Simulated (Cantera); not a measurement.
A closed system holds: 1 mol Al(CH3)3, 5.8 mol N2O, 19 mol H2, equilibrated at 75.0 Torr.

Equilibrium computed with Cantera from the NASA thermochemical tables; the gas is ideal and each condensed phase is pure. Candidate condensed phases: Al, AlN, Al2O3, C, C6H6, C7H8, C8H18, H2O; 148 gas species. The feed counts by its element totals alone. Rates play no part.

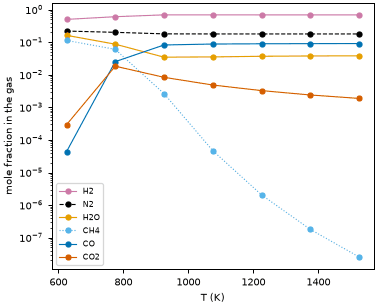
Figure: Equilibrium gas composition (values under 1e-9 drawn at 1e-9)

**Question.** Read off the mole fractions at 1075 K.

**Answer.** H2 about 0.69, N2 about 0.18, CO about 0.088, H2O about 0.035, CO2 about 0.0048, CH4 about 4.7e-5.
